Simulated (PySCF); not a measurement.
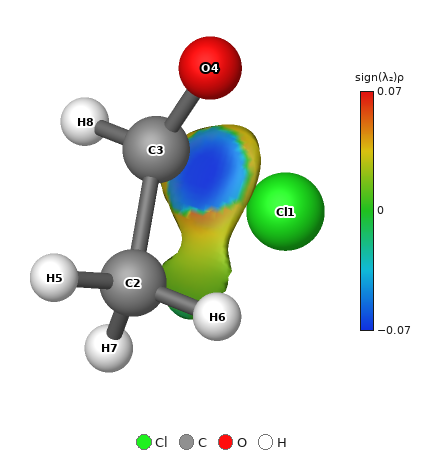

*C$_{2}$H$_{4}$ClO, charge −1, SMILES `[Cl-].CC=O`. Non-covalent interaction surfaces between the fragments (reduced density gradient s = 0.5, coloured by sign(λ₂)ρ in a.u.; trimmed to the region between the fragments where ρ is under 0.1 a.u.). Fragment A: Cl(−1) (atom 1); fragment B: H4C2O.*

PySCF calculation, CAM-B3LYP/def2-SVPD, gas phase; geometry: GFN2-xTB. GFN2-xTB bond lengths at metals and heavier atoms can be off by up to 0.1 Å and shapes distorted, which carries into these values.

Input script:

```python
import numpy as np
from pyscf import gto, scf, dft
from pyscf.scf import atom_ks, atom_hf
from scipy.linalg import block_diag
from pyscf.dispersion import dftd3

def solve(mol, dm0=None, hcore=None):
    mf = (dft.UKS if mol.spin else dft.RKS)(mol, xc='camb3lyp')
    mf.grids.level = 3
    mf = mf.density_fit(auxbasis='def2-universal-jkfit')
    mf.conv_tol, mf.max_cycle = 1e-8, 80
    if hcore is not None:
        mf.get_hcore = lambda *args: hcore
    mf.kernel(dm0)
    if not mf.converged:
        mf = mf.newton().run(mf.mo_coeff, mf.mo_occ, max_cycle=30)
    assert mf.converged, 'SCF not converged'
    return mf

mol = gto.M(atom='''
Cl     1.45851     0.02002    -0.03803
C     -1.14630     1.15501    -0.10119
C     -0.75026    -0.24182     0.36009
O     -1.14019    -1.24961    -0.21483
H     -2.17931     1.33076     0.21383
H     -1.09329     1.21433    -1.18543
H     -0.50059     1.90923     0.33743
H     -0.52067    -0.27683     1.44589
''', basis='def2-svpd', charge=-1, spin=0, verbose=4)
mol_a = gto.M(atom='''
Cl     1.45851     0.02002    -0.03803
ghost-C     -1.14630     1.15501    -0.10119
ghost-C     -0.75026    -0.24182     0.36009
ghost-O     -1.14019    -1.24961    -0.21483
ghost-H     -2.17931     1.33076     0.21383
ghost-H     -1.09329     1.21433    -1.18543
ghost-H     -0.50059     1.90923     0.33743
ghost-H     -0.52067    -0.27683     1.44589
''', basis='def2-svpd', charge=-1, spin=0, verbose=4)
mol_b = gto.M(atom='''
ghost-Cl     1.45851     0.02002    -0.03803
C     -1.14630     1.15501    -0.10119
C     -0.75026    -0.24182     0.36009
O     -1.14019    -1.24961    -0.21483
H     -2.17931     1.33076     0.21383
H     -1.09329     1.21433    -1.18543
H     -0.50059     1.90923     0.33743
H     -0.52067    -0.27683     1.44589
''', basis='def2-svpd', charge=0, spin=0, verbose=4)
ab, a, b = solve(mol), solve(mol_a), solve(mol_b)
e_int = ab.e_tot - a.e_tot - b.e_tot
print('counterpoise-corrected interaction energy / kcal/mol', e_int * 627.5095)
def disp(atoms, charge):
    m = gto.M(atom=atoms, charge=charge, basis='sto-3g', spin=None, unit='Bohr', verbose=0)
    return dftd3.DFTD3Dispersion(m, xc='camb3lyp', version='d3bj').get_dispersion()['energy']
e_disp = disp(mol._atom, mol.charge) - disp(mol._atom[:1], mol_a.charge) - disp(mol._atom[1:], mol_b.charge)
print('D3(BJ) part / kcal/mol', e_disp * 627.5095)
# spherically averaged free atoms, for the promolecule
atm = atom_ks.get_atm_nrks(mol, xc='camb3lyp')
pro = block_diag(*[(atm[a[0]][2] * atm[a[0]][3]) @ atm[a[0]][2].T for a in mol._atom])
np.savez('result.npz', e_int=e_int, e_disp=e_disp, dm_a=a.make_rdm1(), dm_b=b.make_rdm1(), c=ab.mo_coeff, occ=ab.mo_occ, eps=ab.mo_energy, pro=pro, d=[f.dip_moment(verbose=0) for f in (ab, a, b)])
```

Command:

```sh
OMP_NUM_THREADS=1 python input.py
```

The run took 28 s on 1 thread of Arm Neoverse V2, with other jobs on the host, peak memory 0.61 GiB.

Partitions, critical points and surface values were worked out afterwards from this run's density.

Q: Which interactions hold the two fragments together?

A: Bond critical points between the fragments: Cl1···C3, strong, partly covalent contact, 2.26 Å, ρ = 0.060 a.u. It appears blue (attractive, sign(λ₂)ρ well below zero). The pose is a local one from a semi-empirical search, not shown to be the most stable. With a charged fragment, long-range electrostatics, which these surfaces don't show, weighs heavily in the interaction energy.

Q: How strongly are they bound?

A: The counterpoise-corrected interaction energy of the frozen fragments is −4.5 kcal/mol without dispersion correction and −5.6 kcal/mol with D3(BJ). The pair geometry is semi-empirical, not a minimum at this level.
